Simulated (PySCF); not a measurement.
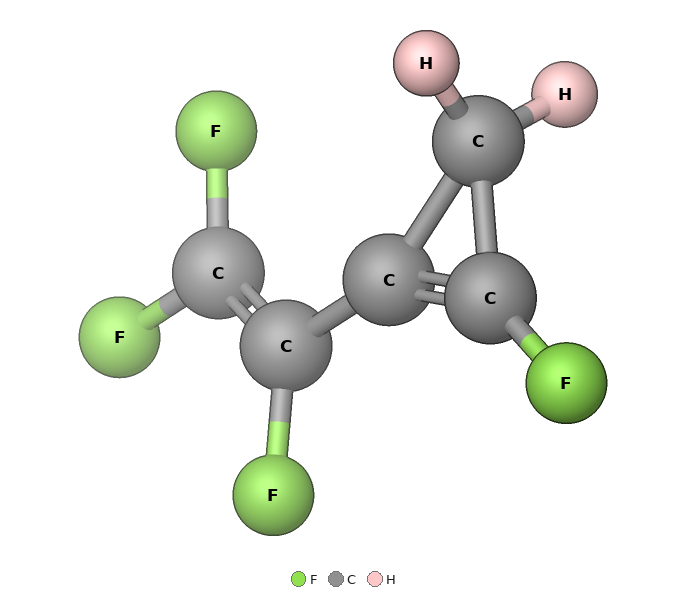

Orthographic view. Atoms fade into the background with distance from the viewer. Geometry: a frame of a GFN2-xTB molecular-dynamics simulation, not a minimum.

**Write the InChI string.**

InChI=1S/C5H2F4/c6-3-1-2(3)4(7)5(8)9/h1H2
